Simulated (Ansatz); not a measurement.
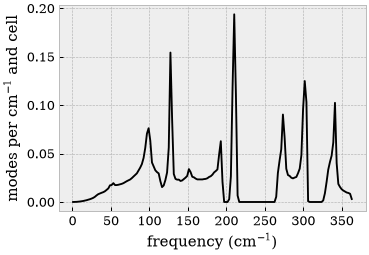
*Phonon density of states of TiTeS in space group P3m1 (No. 156; Ti on 1b, Te on 1a, S on 1c), 3 atoms a cell, plane-wave PAW LDA (Ansatz code)*

Question: Estimate the mean frequency and the zero-point energy.

Answer: The mean is about 190 cm⁻¹, and (3/2)ħ⟨ω⟩ gives 35.7 meV/atom.

Question: What share of the Dulong–Petit heat capacity is reached at 100 K and at 300 K?

Answer: 57 % and 92 %.

The workflow started from a Materials Project entry (that database holds measured and hypothetical structures alike); the Crystallography Open Database copy checked does not list it. Whether it is the stable phase at ambient conditions was not checked. The cell was relaxed with LDA under the symmetry of its start; its stability against distortions is not shown here. The run is not spin-polarised. A crystal of weakly bound layers computed without a dispersion correction: the cell and the soft elastic constants depend strongly on that. As this level gives no gap, phonon frequencies hold no LO–TO term and depend on the k-mesh and smearing (Fermi–Dirac, 0.1 eV here). Scalar-relativistic: spin–orbit coupling is off unless named, which matters more the heavier the elements.

Potentials: the later of the program's two PAW sets.
